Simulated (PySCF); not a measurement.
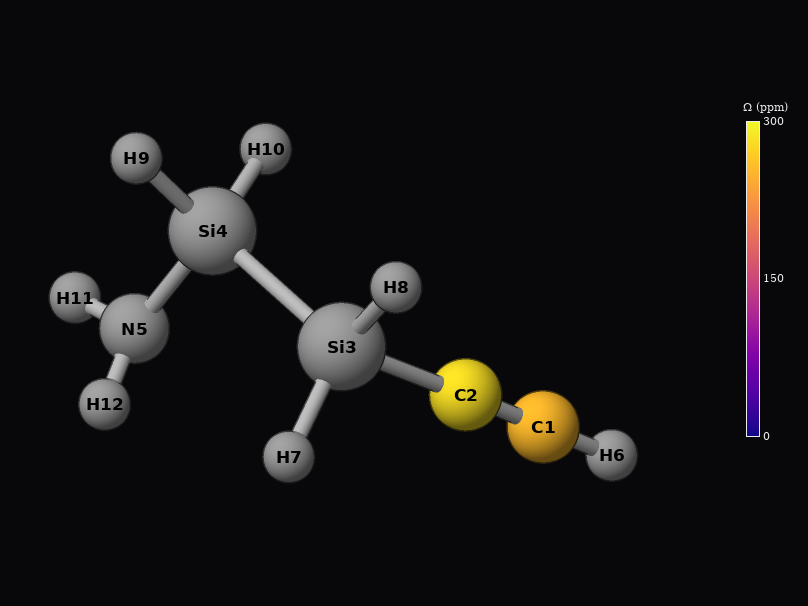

The C atoms are coloured by the span of their shielding tensor. Geometry: an image of a reaction path computed with GFN2-xTB, not a minimum. Properties computed with GIAO PBE0/pcSseg-1 NMR shielding, non-relativistic, gas phase (PySCF 2.14.0). Principal shieldings σ11 ≤ σ22 ≤ σ33, span Ω = σ33 − σ11, skew κ = 3(σiso − σ22)/Ω.

Which C atom has the most anisotropic shielding?

C2, with a span of 282 ppm.

Give the shielding tensors of the C atoms.

```json
{"atom": "C1", "σ11": "−4.3", "σ22": "−3.0", "σ33": "250.6", "σiso": "81.1", "Ω": "254.9", "κ": "0.99"}
{"atom": "C2", "σ11": "8.2", "σ22": "11.6", "σ33": "289.8", "σiso": "103.2", "Ω": "281.7", "κ": "0.98"}
```

Shieldings and span in ppm.
